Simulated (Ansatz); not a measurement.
**Amorphous Si30N41Li3**

It comes from a melt-quench run on a machine-learned potential (CHGNet), relaxed afterwards by DFT. N atoms were pushed apart under 1.9 Å during the dynamics, to hinder bonds among them. The hot cell started wider than the set density and was brought back towards it in steps. It is the lowest in DFT energy of 2 quenches. It is a model cell: composition and starting density were chosen by hand, and all elements were melted together. No dispersion term was used.

Methods: PBE, scalar-relativistic without spin-orbit coupling (Ansatz, an electronic-structure program); r2SCAN, scalar-relativistic without spin-orbit coupling (Ansatz); HSE06, scalar-relativistic without spin-orbit coupling (Ansatz). Geometry, pressure, stress and energy are those of the PBE run. Its sampling: a 2×2×2 Γ-centred mesh; Fermi-Dirac width 0.02 eV; no spin polarisation. Other functionals are single points at the zone centre (r2SCAN at 500 eV; exact exchange cut at the cell's faces), free to take moments where seeds were set. At PBE the levels at the filled edge of the gap are localised (band-tail or defect states), and the nearest spread-out levels lie 2.9 eV apart at the zone centre.

The number of atoms in the cell comes out as 74, the density (held, not predicted) comes out as 2.93 g/cm³ and the volume per atom comes out as 11.03 Å³. The pressure on a 2×2×2 Γ-centred mesh is 2.58 GPa. The largest force and stress component on that mesh (the relaxation ran on the zone centre alone) is 0.09 eV/Å and 2.6 GPa and the level gap on a 2×2×2 Γ-centred mesh (PBE) is 2.10 eV. The level gap at the zone centre (PBE) is 2.16 eV and the level gap at the zone centre (r2SCAN) is 2.57 eV. The level gap at the zone centre (HSE06) is 3.47 eV.

Bonds are counted up to Si-Si 2.60 Å, Si-N 2.06 Å, Si-Li 2.65 Å, N-N 1.70 Å, N-Li 2.39 Å, Li-Li 2.86 Å. Two cations that share two anions don't count as bonded, nor two that share one unless they lie closer than Si-Si 2.38 Å, Si-Li 2.58 Å, Li-Li 2.78 Å.

```yaml
Mean coordination of Si by anions: 4.00 (30 with 4); 1 close contacts or bonds to cations besides
Mean coordination of N: 3.15 (35 with 3, 6 with 4)
Mean coordination of Li by anions: 3.00 (1 with 2, 1 with 3, 1 with 4); 3 close contacts or bonds to cations besides
Mean Si-N bond: 1.759 Å (spread 0.047 Å, 120 counted)
Mean N-Li bond: 2.059 Å (spread 0.142 Å, 9 counted)
```

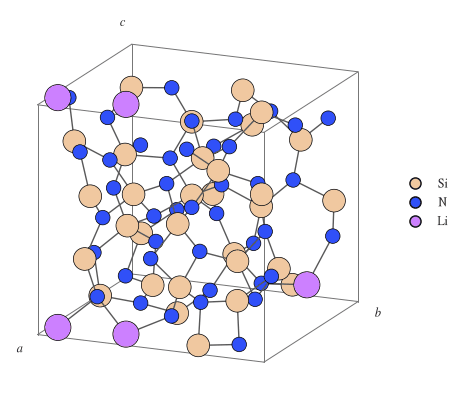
*The relaxed cell*

Its density started from a set value of 2.92 g/cm³. The quench (nominally 380 K/ps over its main leg) was far faster than any real one, so the model tends to hold more defects than a real film. One small periodic cell is one sample of the glass; other quenches scatter about these values. The volume was held where the preparation left it and the shape relaxed, at a PBE pressure of 2.6 GPa. Stress components on the final sampling reach 2.6 GPa.
